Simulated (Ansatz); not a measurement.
GaN2H6Cl: several calculations on one system

Part 1: Relaxation

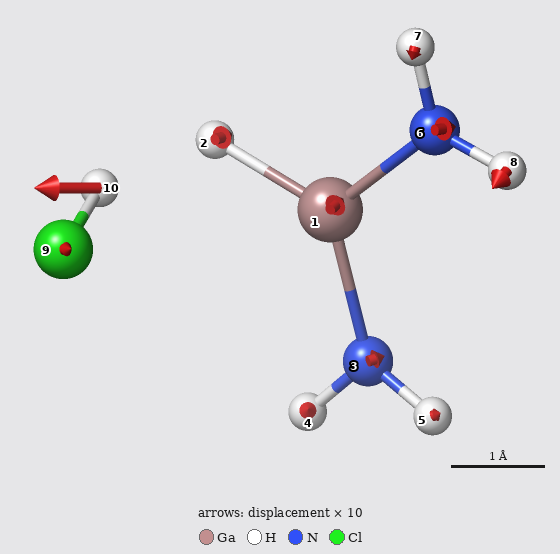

This is a relaxation of GaN2H6Cl. The starting structure is drawn; red arrows show the displacements, 10 times their true length. The two geometries are superimposed by the best rigid fit.

The picture is a ball-and-stick view, seen at a tilt.

The run prepares an end point of a later path (reaction) calculation, from a guessed geometry.

All numbers below come from RKS r2SCAN-D4/def2-SVP (Ansatz). Set-up: no spin polarisation; force threshold 0.03 eV/Å; at most 50 steps.

Q: Atoms of which element are displaced furthest, and by how much?

A: Hydrogen: up to 0.078 Å, against 0.033 Å for nitrogen.

Q: What did the optimiser do to the structure, and how much energy did it gain?

A: The largest move after the best rigid fit is that of H10, 0.078 Å. Largest moves by element: H 0.078 Å, N 0.033 Å, Ga 0.030 Å, Cl 0.012 Å. Near-neighbour distances that change, for instance: Cl9–H10 1.336 → 1.296 Å, Ga1–H2 1.568 → 1.562 Å. After 4 accepted moves (5 points after the start) the energy has fallen by 0.51 kcal/mol. The largest force component goes from 0.98 to 0.028 eV/Å. The line search rejected the trial step at point 1 of the run.

Part 2: Relaxation

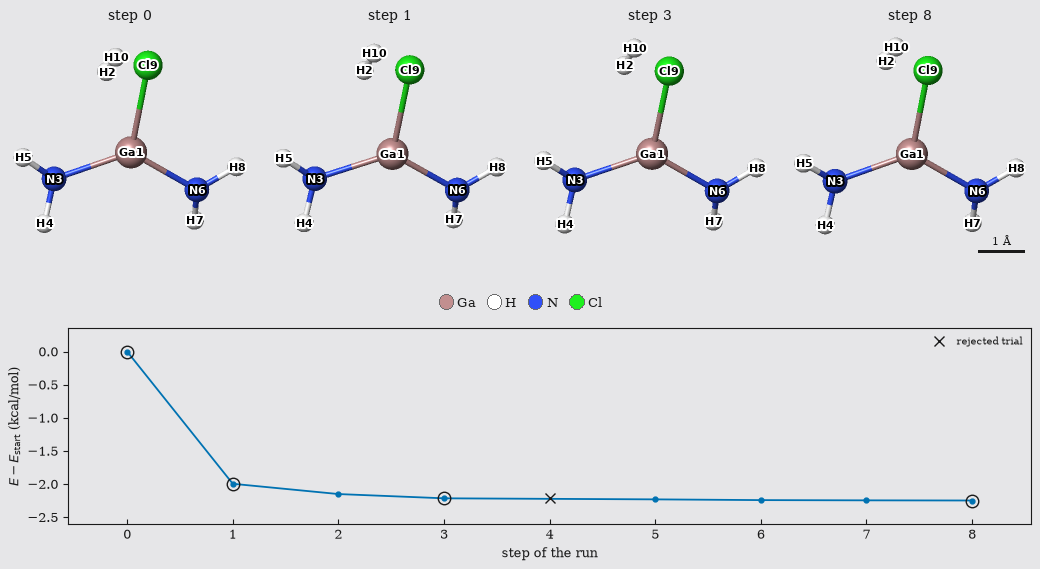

Frames of a relaxation of GaN$_{2}$H$_{6}$Cl, marked on the history of the run. The picture is a ball-and-stick view, seen at a tilt.

The run prepares an end point of a later path (reaction) calculation, from a guessed geometry.

The calculation used RKS r2SCAN-D4/def2-SVP in Ansatz. Settings: no spin polarisation; force threshold 0.03 eV/Å; at most 50 steps.

### What happens along the run?

The atom that moves furthest after the best rigid fit is H2 (0.38 Å). Largest moves by element: H 0.38 Å, Cl 0.18 Å, Ga 0.12 Å, N 0.10 Å. Some distances before and after: Ga1–Cl9 2.216 → 2.158 Å, H2–H10 0.719 → 0.760 Å. After 7 accepted moves (8 points after the start) the energy has fallen by 2.25 kcal/mol. Largest force component: 1.7 eV/Å at the start, 0.021 eV/Å at the end. The line search rejected the trial step at point 4 of the run. From step 0 to 1: Cl and H atoms move most (0.19 Å), energy −2.00 kcal/mol. From step 1 to 3: H10 moves most (0.13 Å), energy −0.22 kcal/mol. From step 3 to 8: H2 moves most (0.13 Å), energy −0.03 kcal/mol.

```json
{"step": "0", "E − E(0), kcal/mol": "0.00", "largest force component, eV/Å": "1.7275", "note": ""}
{"step": "1", "E − E(0), kcal/mol": "-2.00", "largest force component, eV/Å": "0.2633", "note": ""}
{"step": "2", "E − E(0), kcal/mol": "-2.15", "largest force component, eV/Å": "0.1231", "note": ""}
{"step": "3", "E − E(0), kcal/mol": "-2.21", "largest force component, eV/Å": "0.0610", "note": ""}
{"step": "4", "E − E(0), kcal/mol": "-2.21", "largest force component, eV/Å": "0.0936", "note": "rejected"}
{"step": "5", "E − E(0), kcal/mol": "-2.23", "largest force component, eV/Å": "0.0131", "note": ""}
{"step": "6", "E − E(0), kcal/mol": "-2.24", "largest force component, eV/Å": "0.0256", "note": ""}
{"step": "7", "E − E(0), kcal/mol": "-2.25", "largest force component, eV/Å": "0.0147", "note": ""}
{"step": "8", "E − E(0), kcal/mol": "-2.25", "largest force component, eV/Å": "0.0214", "note": ""}
```

Limits of the set-up: the start holds two separate molecules, 2.6 Å apart at their closest, whose relative position is a soft coordinate.

Part 3: Path

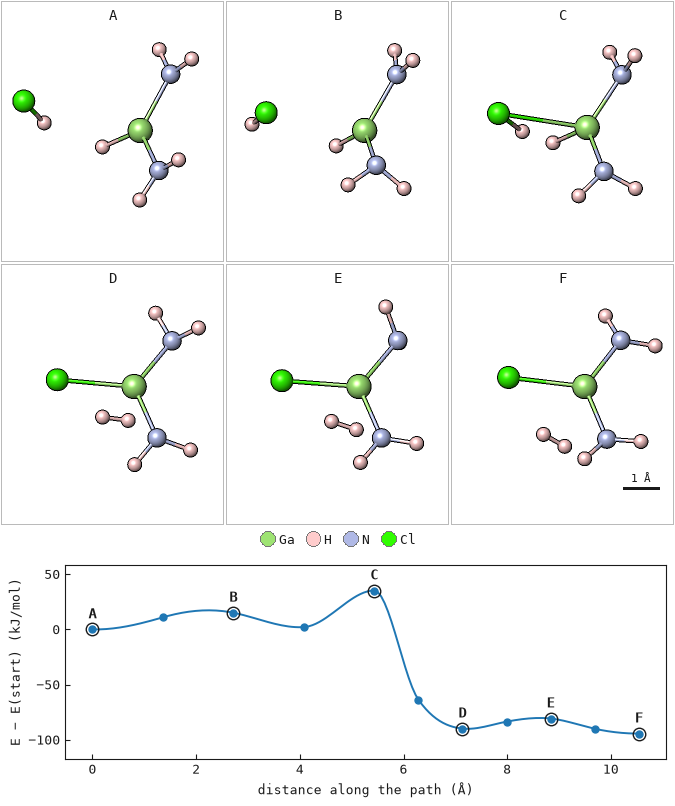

A nudged-elastic-band calculation for GaN$_{2}$H$_{6}$Cl. Images are numbered from 0 (start) to 10 (end). Frames A to F are images 0, 2, 4, 6, 8, 10. The picture is a ball-and-stick view, seen at a tilt.

The calculation used RKS r2SCAN-D4/def2-SVP (Ansatz). Set-up: 9 movable images; climbing image; force threshold 0.05 eV/Å; iteration limit 60; starting path through a guess of the saddle point.

> What happens along the path, and what is the barrier?

Forward barrier 35.2 kJ/mol, backward barrier 129.6 kJ/mol, with image 4 at the top; the reaction energy is −94.4 kJ/mol. The profile has 3 maxima (images 2, 4, 8) with a dip at image 3, 6 (+2.1 kJ/mol, −89.8 kJ/mol), so the process runs in steps. The path has more than one stage, and so few images may leave a stage unresolved. Breaking: Cl–H (1.30 → 2.99 Å), Ga–H (1.56 → 3.26 Å). Forming: Cl–Ga (3.46 → 2.16 Å), H–H (1.96 → 0.76 Å). The band converged in 32 iterations. The largest component of the band force went from 18 to 0.048 eV/Å. The climbing image converged on the top of the path. Its vibrational analysis gives one imaginary mode (557i cm⁻¹), as a transition state must have.

Cost: 11 min on 4 threads of Arm Neoverse V1 (shared host), peak memory 0.19 GiB.
